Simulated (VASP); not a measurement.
Band structure of AlP (relaxed from the CsCl type structure, space group Pm-3m). Computed with PBE GGA, VASP's PBE PAW potentials (set 64) (plane waves; VASP).

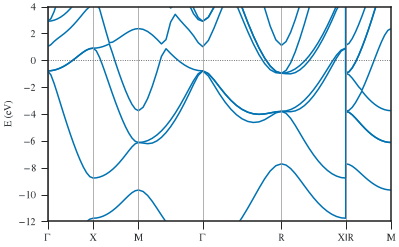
Figure. Bands along high-symmetry lines, zero at the valence-band maximum or, without a gap, the Fermi level

### Question
Read the plot: is there a gap, and where are the band edges?

### Answer
It has no gap at this level: it comes out as a metal or semimetal. (Edges off the drawn lines would not show.)

The structure was generated: AlP was put into the CsCl type type (Pm-3m), which need not be its known phase. It was relaxed first, which changed the volume by +17 %.
